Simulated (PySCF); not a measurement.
# C3H2OS (SMILES O=c1cc1S): a chain of runs

Aim: a saddle-point search (HF/cc-pVDZ), then the harmonic vibrations, then a single-point energy, then a single-point energy (CCSD(T)/6-31++G**), then a single-point energy of C3H2OS. 

The calculation is run with PySCF 2.14.0.

## Step 1: The system as given

C3H2OS: 7 atoms, total charge 0, spin state singlet. As SMILES, `O=c1cc1S`. The run starts from this shape.

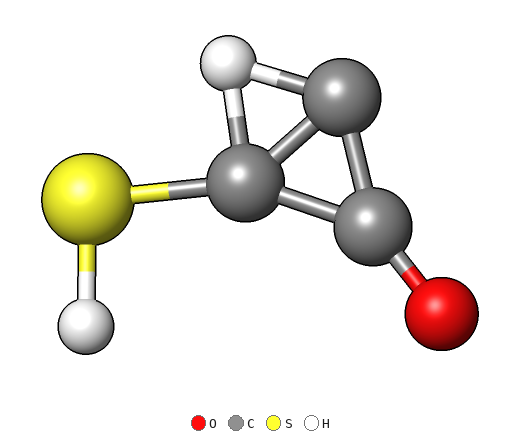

Viewed from a chosen angle; oxygen red, carbon grey, sulfur yellow, hydrogen white.

## Step 2: A saddle-point search at HF/cc-pVDZ (density fitting) (run 1)

The input, input.py:

```python
# O=c1cc1S
from pyscf import gto
from pyscf import df
from pyscf.geomopt.geometric_solver import kernel as optimise

system = gto.M(
    atom='''
O   -1.209600  -1.416590   1.167310
C   -0.338690  -0.726040   0.743650
C    0.959640  -0.172460   0.711880
C    0.092660   0.239170  -0.253930
S   -0.087020   1.241350  -1.615290
H    1.293677   0.673010  -0.187390
H   -1.363630   0.916300  -1.856740
''',
    charge=0,
    max_memory=1860,
    verbose=3,
    basis='cc-pvdz',
)

mf = system.RHF()
mf = mf.density_fit(auxbasis=df.aug_etb(system, beta=2.0))
converged, mol_eq = optimise(mf, maxsteps=60, transition=True, hessian=True)
print('converged:', converged)
print(mol_eq.tostring())

mf.reset(mol_eq)
system = mol_eq
mf.kernel()
energy = mf.e_tot
print('E(%s) = %.9f' % ('HF', energy))
```

Launch:

```console
$ OMP_NUM_THREADS=1 python input.py
```

The log of the run:

```text
converged SCF energy = -586.908319759321

maxiter                   60
transition                True
----------------------------------------------------------
 Transition state optimization requested.
Custom engine selected.
Requested bond order-based connectivity but it is not available in the current engine
Bonds will be generated from interatomic distances less than 1.20 times sum of covalent radii
21 internal coordinates being used (instead of 21 Cartesians)
Internal coordinate system (atoms numbered from 1):
Distance 1-2
Distance 2-3
Distance 2-4
Distance 3-4
Distance 3-6
Distance 4-5
Distance 4-6
Distance 5-7
Angle 1-2-3
Angle 1-2-4
Angle 2-3-6
Angle 4-3-6
Angle 2-4-5
Angle 3-4-6
Angle 5-4-6
Angle 4-5-7
Angle 3-6-4
Out-of-Plane 2-3-4-1
Out-of-Plane 3-2-4-6
Out-of-Plane 4-2-3-5
Out-of-Plane 4-2-3-6
Out-of-Plane 4-2-6-5
Out-of-Plane 4-3-5-6
Dihedral 1-2-3-4
Dihedral 1-2-3-6
Dihedral 4-2-3-6
Dihedral 1-2-4-3
Dihedral 1-2-4-5
Dihedral 1-2-4-6
[... 42 lines left out ...]
WARN: Mole.unit (angstrom) is changed to Bohr
[... 21 lines left out ...]
Note: Free energy does not include contribution from imaginary mode(s)
[... 7 lines left out ...]
Ground State Electronic Energy    : E0                        =  -586.90831976 au (   -368290.5311 kcal/mol)
[... 43 lines left out ...]
converged SCF energy = -586.916252355162
[... 77 lines left out ...]
converged SCF energy = -586.935291452847
[... 77 lines left out ...]
converged SCF energy = -586.943478143569
[... 77 lines left out ...]
converged SCF energy = -586.947583376906
[... 78 lines left out ...]
converged SCF energy = -586.947659167954
[... 64 lines left out ...]
Not rejecting step - energy change meets convergence criteria
[... 54 lines left out ...]
Converged! =D
[... 1 line left out ...]
converged: True
O          -1.25241885       -1.21388182        0.89055662
C          -0.26349470       -0.59142862        0.61178353
C           1.07568328       -0.30948793        0.94380684
C           0.23013660        0.33328762       -0.30295113
S          -0.26485535        1.23277752       -1.69346686
H           1.33393485        0.56473130       -0.02971710
H          -1.51195386        0.73873915       -1.71052091
converged SCF energy = -586.947642988701
E(HF) = -586.947642989
```

Wall time 85 s (1 thread of Arm Neoverse V2, shared host); peak memory 0.7 GiB.

The path in brief:

| step | energy from the first frame kept (eV) | largest force (eV/Å) |
| --- | --- | --- |
| 0 | 0.0000 | 6.4095 |
| 1 | -0.0935 | 5.7472 |
| 2 | -0.2159 | 4.9002 |
| 3 | -0.3860 | 3.9228 |
| 4 | -0.5831 | 3.2435 |
| 5 | -0.7339 | 2.5547 |
| 6 | -0.8353 | 1.9507 |
| 7 | -0.9044 | 1.5988 |
| 8 | -0.9567 | 1.3522 |
| 9 | -1.0007 | 1.0908 |
| 10 | -1.0377 | 0.7919 |
| 11 | -1.0684 | 0.6040 |
| 12 | -1.0680 | 0.4187 |
| 13 | -1.0701 | 0.5012 |
| 14 | -1.0705 | 0.1353 |
| 15 | -1.0700 | 0.0940 |
| 16 | -1.0700 | 0.0216 |
| 17 | -1.0700 | 0.0094 |
| 18 | -1.0700 | 0.0007 |

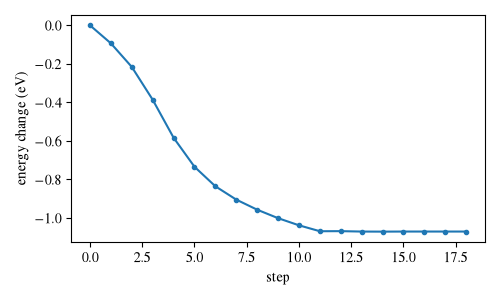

Energy along the run.

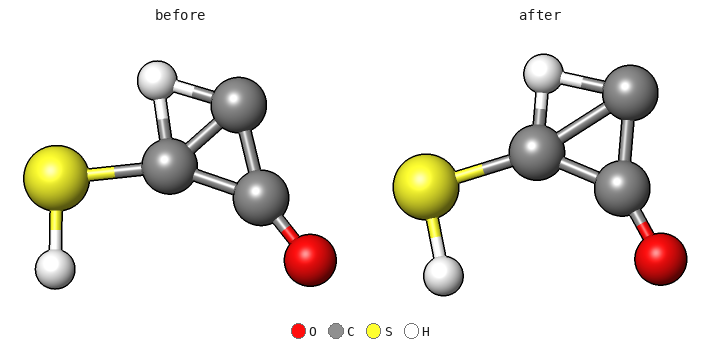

Before and after, at one scale.

After the run. Bond lengths: O1–C2 1.201 Å, C2–C3 1.408 Å, C2–C4 1.391 Å, C4–S5 1.728 Å, C4–H6 1.160 Å, S5–H7 1.341 Å. Angles: O1–C2–C3 146.3°, O1–C2–C4 142.1°, C3–C2–C4 71.6°, C2–C4–S5 140.6°, C2–C4–H6 108.4°, S5–C4–H6 111.0°, C4–S5–H7 94.9°. A long bond or contact: C3–C4 1.638 Å.

## Step 3: Vibrational wavenumbers at HF/cc-pVDZ (density fitting) (run 2)

The input, job.py:

```python
# O=c1cc1S
from pyscf import gto, scf, symm
from pyscf import df
from pyscf.hessian import thermo

mol = gto.M(
    atom='''
O   -1.064398  -1.383472   1.201332
C   -0.075474  -0.761019   0.922559
C    1.263704  -0.479078   1.254582
C    0.418158   0.163698   0.007824
S   -0.076834   1.063188  -1.382692
H    1.521956   0.395141   0.281058
H   -1.323933   0.569149  -1.399746
''',
    spin=0,
    verbose=4,
    basis='cc-pvdz',
    max_memory=1860,
)

mf = scf.RHF(mol)
mf = mf.density_fit(auxbasis=df.aug_etb(mol, beta=2.0))
mf.kernel()

e_final = mf.e_tot
print('E(%s) = %.9f' % ('HF', e_final))
hess = mf.Hessian().kernel()
modes = thermo.harmonic_analysis(mol, hess)
thermo.dump_normal_mode(mol, modes)
symm.geom.TOLERANCE = 1e-3  # for the symmetry number
th = thermo.thermo(mf, modes['freq_au'], 500, 101325)
thermo.dump_thermo(mol, th)
```

Launch:

```console
$ OMP_NUM_THREADS=1 python job.py
```

The log of the run:

```text
PySCF version 2.14.0

[... 86 lines left out ...]
converged SCF energy = -586.947642988694
[... 85 lines left out ...]
Gibbs free energy [Eh] -586.96364
```

It took 50 s on 1 thread of Arm Neoverse V2, shared host; peak memory 0.69 GiB.

## Step 4: A single-point energy at HF/cc-pVDZ (density fitting) (run 4)

The input, run.py:

```python
from pyscf import gto, scf
from pyscf import df

mol = gto.M(
    atom='''
O   -1.209600  -1.416590   1.167310
C   -0.338690  -0.726040   0.743650
C    0.959640  -0.172460   0.711880
C    0.092660   0.239170  -0.253930
S   -0.087020   1.241350  -1.615290
H    1.946640  -0.081730   1.103130
H   -1.363630   0.916300  -1.856740
''',
    basis='cc-pvdz',
    verbose=4,
    max_memory=1860,
    spin=0,
)

hf = scf.RHF(mol)
hf = hf.density_fit(auxbasis=df.aug_etb(mol, beta=2.0))
hf.kernel()

e_final = hf.e_tot
print('Final energy', e_final)
```

Launch:

```console
$ OMP_NUM_THREADS=1 python run.py
```

The log of the run:

```text
PySCF version 2.14.0

[... 84 lines left out ...]
converged SCF energy = -587.087254193852
Final energy -587.0872541938525
```

It took 1.4 s on 1 thread of Arm Neoverse V2, shared host; peak memory 0.15 GiB.

## Step 5: A single-point energy at CCSD(T)/6-31++G(d,p) (sfX2C, Cartesian functions) (run 5)

The input, calc.py:

```python
from pyscf import gto, scf, cc

mol = gto.Mole()
mol.atom = [
    ('O', (-1.252419, -1.213882, 0.890557)),
    ('C', (-0.263495, -0.591429, 0.611784)),
    ('C', (1.075683, -0.309488, 0.943807)),
    ('C', (0.230137, 0.333288, -0.302951)),
    ('S', (-0.264855, 1.232778, -1.693467)),
    ('H', (1.333935, 0.564731, -0.029717)),
    ('H', (-1.511954, 0.738739, -1.710521)),
]
mol.basis = '6-31++g**'
mol.max_memory = 1860
mol.verbose = 4
mol.cart = True
mol.build()

myscf = scf.RHF(mol)
myscf = myscf.sfx2c1e()
myscf.kernel()

mycc = cc.CCSD(myscf, frozen=9)
mycc.kernel()
e_t = mycc.ccsd_t()
etot = mycc.e_tot + e_t
print('E(%s) = %.9f' % ('CCSD(T)', etot))
```

Launch:

```console
$ OMP_NUM_THREADS=1 python calc.py
```

The log of the run:

```text
PySCF version 2.14.0

[... 72 lines left out ...]
converged SCF energy = -587.974730267527
[... 12 lines left out ...]
Init t2, MP2 energy = -588.677791251233  E_corr(MP2) -0.703060983706757
[... 14 lines left out ...]
CCSD converged
[... 2 lines left out ...]
E(CCSD(T)) = -588.734080218
```

Run time: 96 s. Hardware: 1 thread of Arm Neoverse V2, shared host; peak memory 0.84 GiB.

## Step 6: A single-point energy at CCSD(T)/6-31++G(d,p) (sfX2C, Cartesian functions) (run 6)

The input, run.py:

```python
from pyscf import gto, cc

molecule = gto.Mole()
molecule.atom = [
    ('O', (-1.209600, -1.416590, 1.167310)),
    ('C', (-0.338690, -0.726040, 0.743650)),
    ('C', (0.959640, -0.172460, 0.711880)),
    ('C', (0.092660, 0.239170, -0.253930)),
    ('S', (-0.087020, 1.241350, -1.615290)),
    ('H', (1.946640, -0.081730, 1.103130)),
    ('H', (-1.363630, 0.916300, -1.856740)),
]
molecule.cart = True
molecule.verbose = 4
molecule.max_memory = 1860
molecule.charge = 0
molecule.spin = 0
molecule.basis = '6-31++g**'
molecule.build()

myscf = molecule.RHF()
myscf = myscf.sfx2c1e()
myscf.kernel()

mycc = cc.CCSD(myscf, frozen=9)
mycc.kernel()
e_t = mycc.ccsd_t()
energy = mycc.e_tot + e_t
print('Final energy', energy)
```

Launch:

```console
$ OMP_NUM_THREADS=1 python run.py
```

The log of the run:

```text
PySCF version 2.14.0

[... 70 lines left out ...]
converged SCF energy = -588.117011931153
[... 12 lines left out ...]
Init t2, MP2 energy = -588.80556274268  E_corr(MP2) -0.688550811527055
[... 13 lines left out ...]
CCSD converged
[... 2 lines left out ...]
Final energy -588.8598900263918
```

Run time: 94 s. Hardware: 1 thread of Arm Neoverse V2, shared host; peak memory 0.85 GiB.

## Step 7: What came out

| quantity | value |
| --- | --- |
| run 1, HF/cc-pVDZ: total energy at the end | -586.94764 Eh |
| run 1, HF/cc-pVDZ: dipole moment | 4.43 D |
| run 1, HF/cc-pVDZ: HOMO energy | -10.00 eV |
| run 1, HF/cc-pVDZ: LUMO energy | 1.50 eV |
| run 1, HF/cc-pVDZ: HOMO–LUMO gap | 11.50 eV |
| run 2, HF/cc-pVDZ: lowest harmonic wavenumber | 311i cm⁻¹ (imaginary) |
| run 2, HF/cc-pVDZ: highest harmonic wavenumber | 2845 cm⁻¹ |
| run 4, HF/cc-pVDZ: total energy | -587.08725 Eh |
| run 4, HF/cc-pVDZ: dipole moment | 3.61 D |
| run 4, HF/cc-pVDZ: HOMO energy | -10.08 eV |
| run 4, HF/cc-pVDZ: LUMO energy | 3.26 eV |
| run 4, HF/cc-pVDZ: HOMO–LUMO gap | 13.33 eV |
| run 5, CCSD(T)/6-31++G**: total energy | -588.73408 Eh |
| run 5, CCSD(T)/6-31++G**: dipole moment (Hartree–Fock density) | 4.69 D |
| run 5, CCSD(T)/6-31++G**: HOMO energy (Hartree–Fock orbitals) | -10.16 eV |
| run 5, CCSD(T)/6-31++G**: LUMO energy (Hartree–Fock orbitals) | 0.79 eV |
| run 5, CCSD(T)/6-31++G**: HOMO–LUMO gap (Hartree–Fock orbitals) | 10.95 eV |
| run 5, CCSD(T)/6-31++G**: correlation energy (9 core orbitals frozen) | -759.3 mEh |
| run 5, CCSD(T)/6-31++G**: (T) correction | -35.48 mEh |
| run 5, CCSD(T)/6-31++G**: T1 diagnostic | 0.020 |
| run 6, CCSD(T)/6-31++G**: total energy | -588.85989 Eh |
| run 6, CCSD(T)/6-31++G**: dipole moment (Hartree–Fock density) | 3.92 D |
| run 6, CCSD(T)/6-31++G**: HOMO energy (Hartree–Fock orbitals) | -10.21 eV |
| run 6, CCSD(T)/6-31++G**: LUMO energy (Hartree–Fock orbitals) | 0.98 eV |
| run 6, CCSD(T)/6-31++G**: HOMO–LUMO gap (Hartree–Fock orbitals) | 11.19 eV |
| run 6, CCSD(T)/6-31++G**: correlation energy (9 core orbitals frozen) | -742.9 mEh |

**Reading.** 2 modes are imaginary (lowest 311i cm⁻¹): a higher-order saddle point. The T1 diagnostic (run 5, CCSD(T)/6-31++G**) of 0.020 is above the customary mark for such species, so a single reference may not serve. The triples (run 5, CCSD(T)/6-31++G**) make up 4.7 % of the correlation energy. Mulliken charges (run 6, CCSD(T)/6-31++G**) of the mean-field density run from -0.64 on O1 to +0.49 on C2; in a basis this large or diffuse they mean little. The triples (run 6, CCSD(T)/6-31++G**) make up 4.2 % of the correlation energy.
